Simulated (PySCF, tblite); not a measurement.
# C4H3Cl2F3+ (doublet): geometry, infrared bands and EPR parameters

Aim: predict the infrared bands and EPR parameters of C4H3Cl2F3+ (doublet) (`[CH2+][C](C(Cl)Cl)C(F)(F)F`).

Computed with tblite 0.8.0 and PySCF 2.14.0, with density-fitted response routines of our own, on a single molecule in the gas phase. Atoms are numbered from 0 throughout.

## (1) The starting structure

12 atoms, charge 1, multiplicity 2; geometry from: force field or distance geometry start.

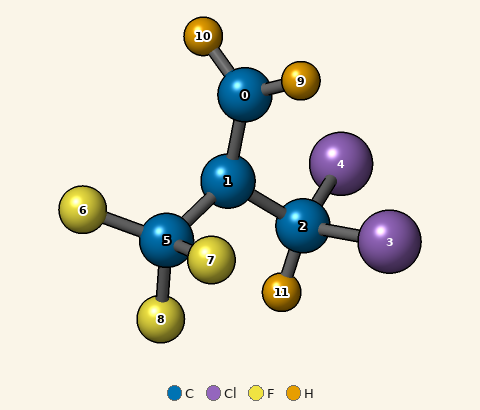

As it starts; carbon blue, chlorine purple, fluorine yellow, hydrogen amber, atoms numbered.

## (2) Relaxing the molecule with GFN2-xTB

What the job is given:

```
{"job": {"kind": "relax", "xc": "GFN2-xTB", "basis": "xTB"}, "charge": 1, "multiplicity": 2}
C     -0.868200    -1.231300     0.417100
C     -0.107900    -0.214000    -0.305200
C     -0.635300     1.166200    -0.311000
Cl    -0.761300     1.716900     1.376000
Cl    -2.207600     1.270600    -1.141300
C      1.375000    -0.343200    -0.206600
F      1.924200    -1.492200    -0.680300
F      1.675100    -0.122700     1.154800
F      1.917400     0.716600    -0.909800
H     -1.224400    -1.122700     1.463100
H     -1.168000    -2.176900    -0.062300
H      0.082300     1.832000    -0.820500
```

On the command line:

```console
OMP_NUM_THREADS=1 python probes_run.py task.json out
```

The driver reads the jobs from task.json and runs them one after another.

Output:

```text
step      E/eV     max force
  0    -890.91281    4.796
  1    -891.39420    1.668
  2    -891.55131    1.069
  3    -891.63409    1.033
  4    -891.76866    1.220
  5    -891.89336    1.108
  6    -892.03448    1.417
  7    -892.18831    1.616
  8    -892.39887    1.823
  9    -892.52503    1.277
 10    -892.64024    1.148
 11    -892.76383    0.874
 12    -892.83819    0.746
 13    -892.84978    1.201
 14    -892.88491    0.433
 15    -892.90025    0.327
 16    -892.91944    0.235
 17    -892.92248    0.174
 18    -892.92525    0.109
 19    -892.92716    0.093
 20    -892.92896    0.086
 21    -892.93015    0.086
 22    -892.93128    0.080
 23    -892.93231    0.072
 24    -892.93339    0.081
 25    -892.93459    0.086
 26    -892.93587    0.092
 27    -892.93702    0.101
 28    -892.93788    0.068
 29    -892.93831    0.049
 30    -892.93855    0.047
 31    -892.93872    0.044
 32    -892.93886    0.029
 33    -892.93899    0.032
 34    -892.93912    0.033
 35    -892.93924    0.031
 36    -892.93936    0.024
 37    -892.93946    0.022
 38    -892.93955    0.024
 39    -892.93964    0.024
 40    -892.93973    0.026
 41    -892.93982    0.030
 42    -892.93993    0.032
 43    -892.94006    0.029
 44    -892.94019    0.026
 45    -892.94032    0.027
 46    -892.94046    0.033
 47    -892.94067    0.047
 48    -892.94103    0.066
 49    -892.94160    0.078
 50    -892.94235    0.077
 51    -892.94328    0.078
 52    -892.94443    0.078
 53    -892.94625    0.146
 54    -892.94942    0.198
 55    -892.95144    0.130
 56    -892.92325    0.800
 57    -892.95340    0.094
 58    -892.95402    0.074
 59    -892.95514    0.075
 60    -892.95550    0.058
 61    -892.95591    0.043
 62    -892.95639    0.034
 63    -892.95654    0.031
 64    -892.95672    0.033
 65    -892.95687    0.030
 66    -892.95711    0.039
 67    -892.95736    0.044
 68    -892.95757    0.043
 69    -892.95769    0.034
 70    -892.95780    0.029
 71    -892.95793    0.030
 72    -892.95807    0.035
 73    -892.95821    0.034
 74    -892.95832    0.032
 75    -892.95843    0.024
 76    -892.95855    0.032
 77    -892.95867    0.037
 78    -892.95882    0.034
 79    -892.95904    0.045
 80    -892.95943    0.061
 81    -892.96004    0.079
 82    -892.96085    0.093
 83    -892.96174    0.095
 84    -892.96277    0.078
 85    -892.96400    0.104
 86    -892.96496    0.164
 87    -892.96296    0.289
 88    -892.96730    0.091
 89    -892.96838    0.081
 90    -892.96673    0.322
 91    -892.97114    0.050
 92    -892.97231    0.054
 93    -892.96929    0.341
 94    -892.97405    0.061
 95    -892.97481    0.069
 96    -892.97444    0.257
 97    -892.97679    0.081
 98    -892.97772    0.080
 99    -892.97793    0.296
100    -892.98247    0.056
101    -892.98380    0.048
102    -892.98471    0.048
103    -892.98490    0.042
104    -892.98496    0.022
105    -892.98502    0.008
```

It took 0.92 s on 1 thread of Arm Neoverse V1, shared host.

The steps of the relaxation: (not every step is listed)

```tsv
step	energy from step 0 (eV)	largest force (eV/Å)
0	0.0000	4.7960
1	-0.4814	1.6682
2	-0.6385	1.0687
3	-0.7213	1.0329
4	-0.8558	1.2204
5	-0.9805	1.1079
6	-1.1217	1.4169
7	-1.2755	1.6155
8	-1.4861	1.8230
17	-2.0097	0.1743
26	-2.0231	0.0919
35	-2.0264	0.0309
44	-2.0274	0.0259
53	-2.0334	0.1460
62	-2.0436	0.0336
71	-2.0451	0.0301
80	-2.0466	0.0614
89	-2.0556	0.0811
98	-2.0649	0.0795
100	-2.0697	0.0565
101	-2.0710	0.0484
102	-2.0719	0.0481
103	-2.0721	0.0418
104	-2.0721	0.0216
105	-2.0722	0.0081
```

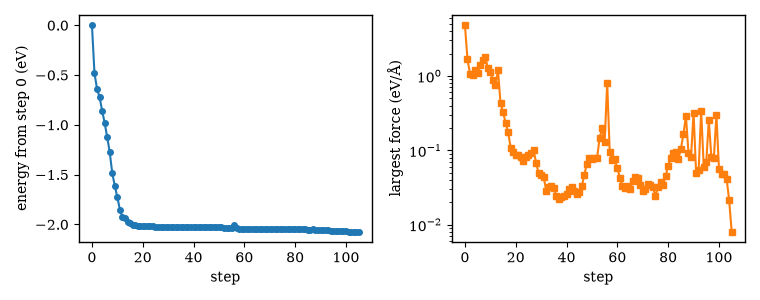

Energy and largest force along the relaxation.

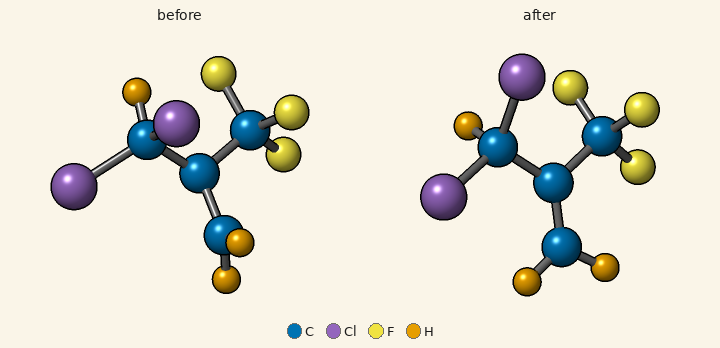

Before and after, at one scale.

Close pairs (by a distance rule), those that changed most:

```tsv
bond	before (Å)	after (Å)	change (Å)
C0–C1	1.461	1.326	-0.135
C5–F7	1.411	1.333	-0.078
C1–C5	1.492	1.541	+0.049
C5–F8	1.383	1.334	-0.048
C5–F6	1.359	1.319	-0.040
C1–C2	1.478	1.517	+0.039
C0–H9	1.110	1.079	-0.032
C2–Cl4	1.781	1.759	-0.022
```

The final coordinates are the input of the step that follows.

## (3) Vibrational analysis with GFN2-xTB

What the job is given:

```
{"job": {"kind": "ir", "xc": "GFN2-xTB", "basis": "xTB"}, "charge": 1, "multiplicity": 2}
C     -0.910683    -1.327539     0.046943
C     -0.171194    -0.227938    -0.003557
C     -0.683859     1.196066    -0.100951
Cl     0.162174     2.363077     0.950568
Cl    -2.430893     1.374926     0.002188
C      1.367082    -0.312198     0.009381
F      1.785995    -1.524223    -0.299768
F      1.836210    -0.001382     1.217957
F      1.888223     0.552247    -0.863502
H     -1.985431    -1.331921    -0.043673
H     -0.446416    -2.297234     0.185480
H     -0.410010     1.535435    -1.127094
```

Output:

```text
mode    cm-1     km/mol
  1      18.7      4.45
  2      53.8      0.06
  3     132.6      6.00
  4     181.9      0.40
  5     219.7     10.51
  6     238.0      4.12
  7     297.7      3.64
  8     314.7     16.20
  9     381.9      4.66
 10     443.2      4.96
 11     495.6     16.87
 12     533.4      9.62
 13     600.0     20.60
 14     631.5     76.71
 15     676.0      9.84
 16     713.7     13.01
 17     759.5     22.54
 18     884.3      1.45
 19     933.2     18.32
 20     952.5     42.30
 21    1001.7     39.69
 22    1038.2    109.55
 23    1069.5    267.87
 24    1107.0     98.05
 25    1154.5    278.48
 26    1321.2    124.27
 27    1562.6     31.43
 28    2666.5    135.13
 29    3037.0    191.48
 30    3101.5     13.12
```

Wall time 0.51 s (1 thread of Arm Neoverse V1, shared host).

The strongest bands and the atoms that carry them (share of the mass-weighted mode):

```tsv
cm⁻¹	km/mol	atoms
632	76.7	C1 39 %, H9 18 %, F7 13 %
1038	109.5	C5 36 %, C1 14 %, F7 11 %
1070	267.9	C5 72 %, F8 14 %, F7 11 %
1107	98.0	C5 49 %, C1 23 %
1154	278.5	C5 59 %, C1 19 %, F6 15 %
1321	124.3	H10 48 %, H9 43 %
2666	135.1	H11 93 %
3037	191.5	H10 90 %
```

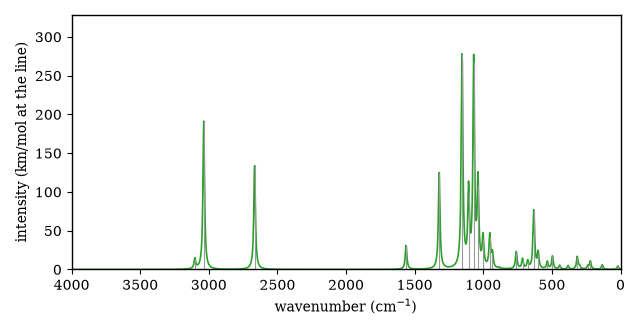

The infrared spectrum from these modes, unscaled. Lines are broadened to a width of 14 cm⁻¹ (Lorentzian).

## (4) EPR parameters: B3LYP/pcH-1

Same as in step 3 but for these lines:

```diff
@@ -1,2 +1,2 @@
-{"job": {"kind": "ir", "xc": "GFN2-xTB", "basis": "xTB"}, "charge": 1, "multiplicity": 2}
+{"job": {"kind": "epr", "basis": "pcH-1"}, "charge": 1, "multiplicity": 2}
 C     -0.910683    -1.327539     0.046943
```

Level: UKS B3LYP, pcH-1 on C Cl F H, non-relativistic, mean-field spin-orbit, GIAO.

Output:

```text
UKS, coarse grid
  cycle   1  E = -1373.54051670  |g| = 7.78e-01
  cycle   2  E = -1372.88171219  |g| = 1.53e+00
  cycle   3  E = -1373.72813497  |g| = 2.61e-01
  cycle   4  E = -1373.73488731  |g| = 2.23e-01
  cycle   5  E = -1373.76498389  |g| = 6.06e-02
  cycle   6  E = -1373.76708348  |g| = 1.50e-02
  cycle   7  E = -1373.76720874  |g| = 9.73e-03
  cycle   8  E = -1373.76727346  |g| = 4.99e-03
  cycle   9  E = -1373.76731828  |g| = 3.47e-03
  cycle  10  E = -1373.76735190  |g| = 1.64e-03
  cycle  11  E = -1373.76737608  |g| = 1.12e-03
  cycle  12  E = -1373.76739494  |g| = 7.27e-04
  cycle  13  E = -1373.76740972  |g| = 4.08e-04
  cycle  14  E = -1373.76741373  |g| = 2.48e-04
UKS, final grid
  cycle   1  E = -1373.76740774  |g| = 2.17e-04
  cycle   2  E = -1373.76740770  |g| = 5.53e-04
  cycle   3  E = -1373.76740788  |g| = 9.75e-05
  cycle   4  E = -1373.76740791  |g| = 1.24e-04
  cycle   5  E = -1373.76740798  |g| = 5.57e-05
  cycle   6  E = -1373.76740803  |g| = 5.11e-05
  cycle   7  E = -1373.76740805  |g| = 5.43e-05
  cycle   8  E = -1373.76740807  |g| = 3.56e-05
  cycle   9  E = -1373.76740807  |g| = 1.76e-05
E = -1373.76740807 Eh   <S^2> = 0.7540 (exact 0.7500)
g shifts (ppm)      1          2          3
  rmc          -218       -218       -218
  gc              4         41         44
  oz_so         533      68109     165173
  total         324      67939     165002
hyperfine (MHz)  atom isotope    a_iso     a_fc   dipolar eigenvalues
    0   13C      11.83      11.83    -23.58    -21.57     45.15
    1   13C      11.43      11.43    -22.28    -16.97     39.25
    2   13C     -25.41     -25.41     -9.74     -9.03     18.76
    3  35Cl       4.73       4.73    -51.93    -48.01     99.94
    4  35Cl       4.25       4.25    -27.20    -26.83     54.03
    5   13C      -3.36      -3.36     -0.99     -0.65      1.63
    6   19F      -2.11      -2.11     -7.86     -6.69     14.55
    7   19F      25.23      25.23    -51.30    -48.91    100.21
    8   19F      -8.03      -8.03     -3.10      1.46      1.64
    9    1H     -11.71     -11.71     -9.48     -3.49     12.96
   10    1H      -3.92      -3.92    -11.14     -4.00     15.14
   11    1H     336.54     336.54     -8.94     -7.74     16.68
```

Run time: 96 s. Hardware: 1 thread of Arm Neoverse V1, shared host; peak memory 1.1 GiB.

Principal g values 2.00264, 2.07026, 2.16732; g(iso) = 2.08007, against 2.00232 for a free electron. They are not to be trusted: the run shows nearly degenerate orbitals, where second-order g theory doesn't apply.

Hyperfine couplings; where a row names several nuclei, a(iso) is their mean (it holds for fast rotation or exchange) and the dipolar term the largest among them:

```tsv
nuclei	isotope	a(iso) (MHz)	a(iso) (G, at g = 2.0023)	largest dipolar term (MHz)
H11	1H	336.5	120.1	16.7
C2	13C	-25.4	-9.1	18.8
C0	13C	11.8	4.2	45.1
C1	13C	11.4	4.1	39.3
H9, H10	1H	-7.8	-2.8	15.1
F6, F7, F8	19F	5.0	1.8	100.2
Cl3, Cl4	35Cl	4.5	1.6	99.9
C5	13C	-3.4	-1.2	1.6
```

Mulliken spin populations:

```tsv
atom	value (e)
C0	0.27
C1	0.20
C2	-0.01
Cl3	0.27
Cl4	0.15
C5	-0.01
F6	0.00
F7	0.02
F8	0.00
H9	-0.01
H10	-0.01
H11	0.12
```

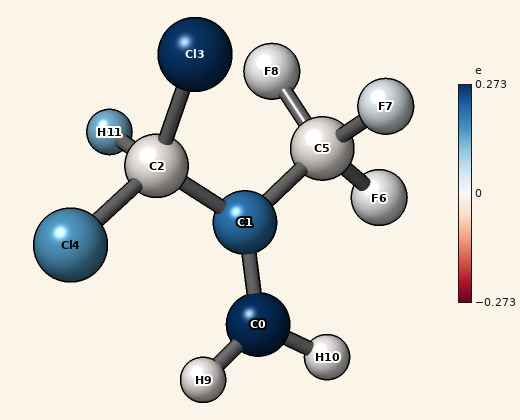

Mulliken spin populations, as colours on the atoms.

The fields below are evaluated on a grid from the run's orbitals.

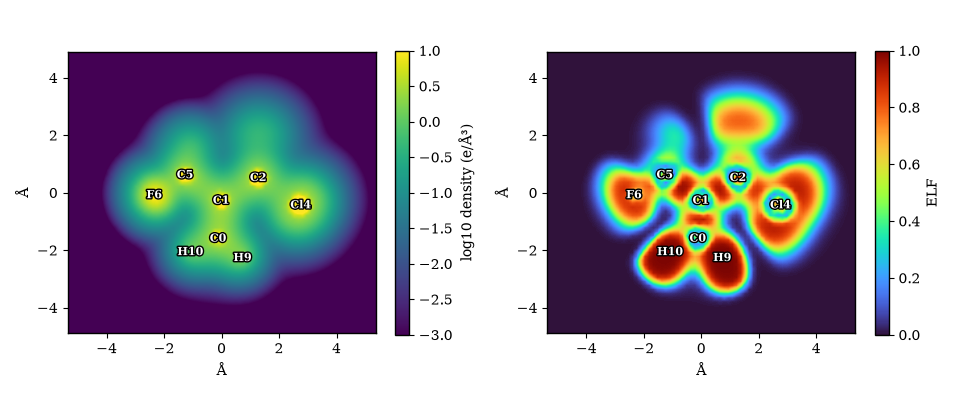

Density (left) and ELF (right) in a plane through or near 8 of the atoms.

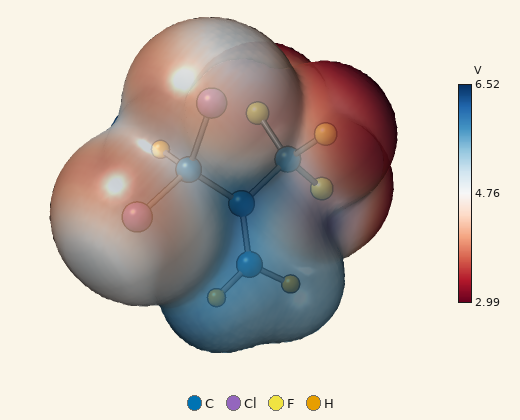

The potential that a unit positive charge feels on the 0.002 e/bohr³ surface, from 2.99 V near F6 to 6.52 V near H11.

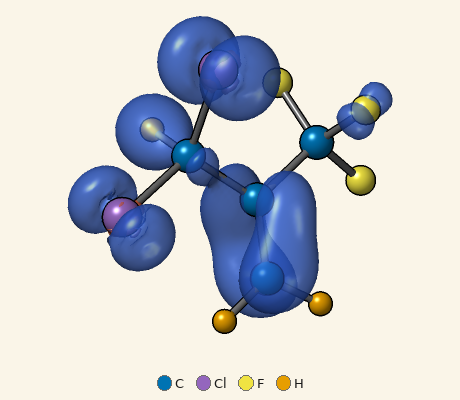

Spin density at ±0.03 e/Å³ (alpha excess blue, beta excess red).

## (5) Outcome

| quantity | value |
| --- | --- |
| strongest single infrared mode (GFN2-xTB) | 1154 cm⁻¹, 278 km/mol |
| zero-point energy (GFN2-xTB) | 37.9 kcal/mol |
| g(iso) (B3LYP) | 2.08007 |
| ⟨S²⟩ | 0.754 (exact 0.75) |
| largest a(iso) (averaged by class) | 1H on H11, 336.5 MHz |
| property runs in this session | 1, of which 0 failed and 1 gave unsound results |

Relaxing lowered the energy by 2.072 eV in 105 steps; the close pair that moved most is C0–C1, from 1.461 to 1.326 Å. All 30 modes are real, so the xTB geometry is a minimum. The strongest single mode, at 1154 cm⁻¹, moves mainly C5. GFN2-xTB is a fitted tight-binding method: band positions and strengths are rough. Its intensities can rank the bands wrongly. The largest spin populations lie on C0 (0.27 e), Cl3 (0.27 e), C1 (0.20 e). The isotropic g lies 77.8 ppt above the free-electron value. These values are not to be trusted: the run shows nearly degenerate orbitals, where second-order g theory doesn't apply. These values are for one conformer; the search (at its own cheap level) found 1 more, at 0.94 kcal/mol, and measured spectra average over such forms.
